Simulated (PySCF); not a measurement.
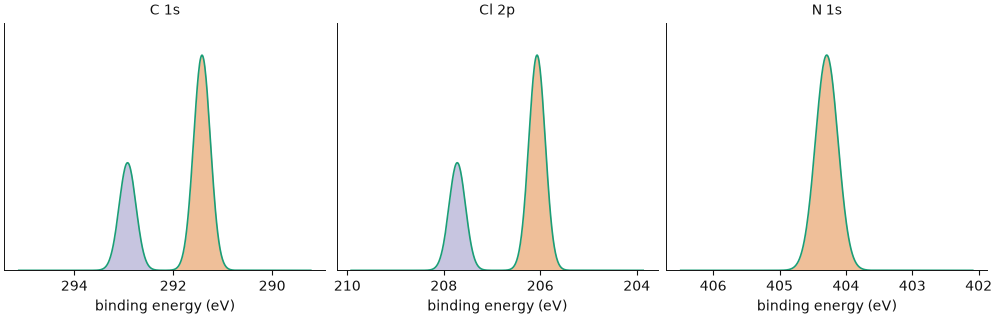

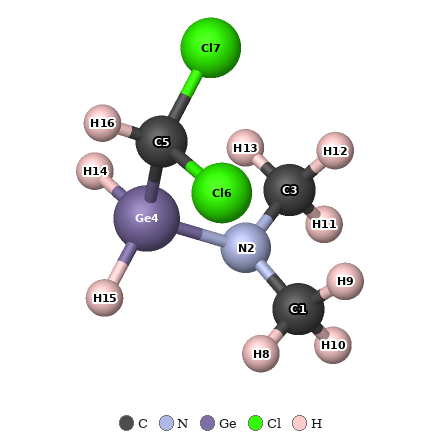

Simulated XPS of C₃H₉Cl₂GeN, SMILES C[N](C)[GeH2][CH](Cl)Cl, singlet. Vertical core-electron binding energies by ΔSCF (SCAN, pcX-2 on the ionised atom, pcseg-1 elsewhere, spin-free X2C; PySCF 2.14.0, at a PBE0-D3(BJ)/def2-SVP geometry (no frequency check)), gas phase, against the vacuum level. One atom of each kind was ionised; within a panel, areas follow the number of like atoms and 2j + 1 (2p levels are split by first-order spin-orbit coupling, an approximation), each panel is scaled alone, Gaussians of 0.4 eV full width. Only the regions named are shown.

### Which atoms give which peak?

```tsv
level	atoms	binding energy (eV)
C 1s	C5	292.9
C 1s	C1, C3	291.4
Cl 2p1/2	Cl6, Cl7	207.7
Cl 2p3/2	Cl6, Cl7	206.1
N 1s	N2	404.3
```

### How large is the chemical shift across the C 1s region?

1.5 eV, from C1, C3 at 291.4 eV to C5 at 292.9 eV.

Note: one conformer of a flexible molecule.
